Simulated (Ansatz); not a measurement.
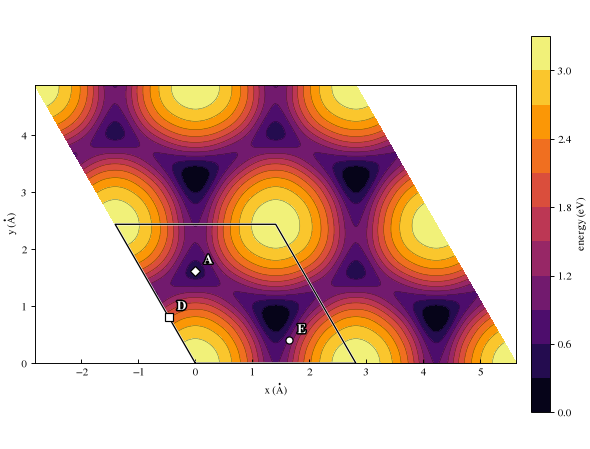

O on an Al(111) slab cut from the Fm-3m phase, its upper half relaxed before the scan (12 atoms of substrate and one adsorbate in a 2 × 2 cell). O is moved over the surface cell; relaxed at each place: the height of the adsorbate's atoms; substrate rigid; the origin of the map has the adsorbate above Al9. Places are given modulo a cell vector. The map is drawn in real space over the plane of the surface. The scan uses a 6 × 6 grid; 10 points were computed and 26 follow by symmetry. Places are given in fractions of the 1 × 1 surface cell. Energies are in eV, from the lowest grid point. All numbers below come from DFT LDA, scalar-relativistic, plane waves, PAW in Ansatz. Settings: cutoff 420 eV, k-mesh 6×6×1, gaussian smearing 0.1 eV, no spin polarisation.

The picture shows filled contours, the outline of one cell of the 2 × 2 shown, lettered points. Between grid points the surface is interpolated.

What kind of point is each of A, D, E: minimum, saddle, maximum or slope?

A: minimum; D: on a slope; E: on a slope. (In these two coordinates alone; a stationary point may lie a little off the grid point.)

Rank the lettered points by energy, lowest first.

A (0.48 eV), E (0.96 eV), D (2.04 eV).
